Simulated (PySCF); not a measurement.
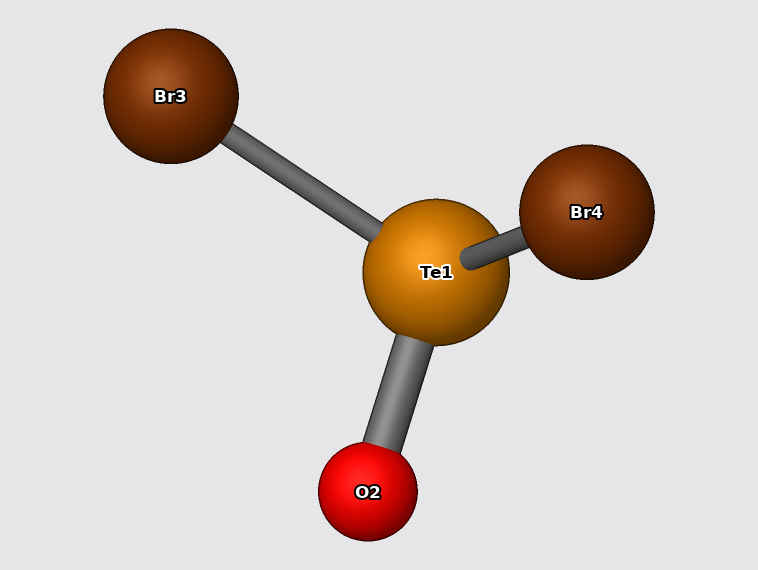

The thickness of each stick grows with its Mayer bond order. The computed structure is the end point of a PBE0/def2-SVP with core potentials optimisation. Computed with PBE0/def2-SVP, core potentials on Te (PySCF 2.14.0).

List the Mayer bond orders of Te1–O2, Te1–Br3 (one bond of each equivalent set).

```tsv
bond	Mayer order	length (Å)
Te1–O2	1.78	1.803
Te1–Br3	0.91	2.541
```
